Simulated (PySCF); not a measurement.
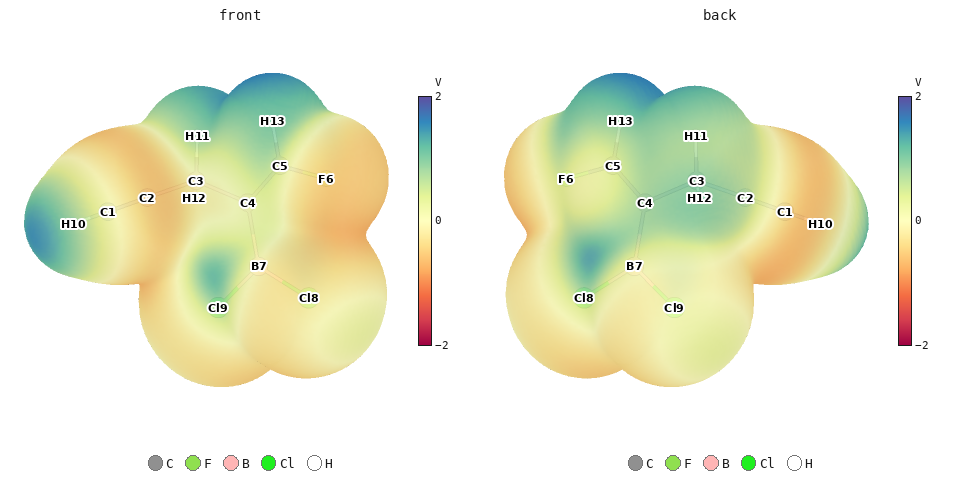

*C5H4BCl2F (SMILES C#CC/C(=C/F)B(Cl)Cl). The molecular electrostatic potential painted on the density surface at 0.002 e/bohr³, seen from the front and from behind; red is negative and blue positive.*

Geometry: GFN2-xTB.

These are results of CAM-B3LYP/def2-SVPD, SCF density, gas phase in PySCF, not measurements.

```xyz
13

C    -2.5741   -0.3401    0.7969
C    -1.6897   -0.2494   -0.0031
C    -0.5951   -0.1196   -0.9482
C     0.6894    0.1883   -0.2040
C     1.1837    1.4212   -0.3350
F     2.2997    1.8432    0.2595
B     1.3178   -0.9379    0.6827
Cl    2.6097   -0.6528    1.7726
Cl    0.6886   -2.5389    0.5704
H    -3.3625   -0.4294    1.4827
H    -0.8295    0.6743   -1.6606
H    -0.4887   -1.0629   -1.4895
H     0.7462    2.2045   -0.9422
```

Describe the electrostatic potential map.

The most negative region (about −0.7 V) lies over the C, Cl and F atoms, the most positive (about +1.6 V) over H10 and H13. Cl8 shows a σ-hole: about +0.2 V at the tip opposite its bond, against about −0.4 V on its flanks. Cl9 shows a σ-hole: about +0.3 V at the tip opposite its bond, against about −0.1 V on its flanks.

How polar is the molecule by this calculation?

Its dipole moment is 2.26 D.
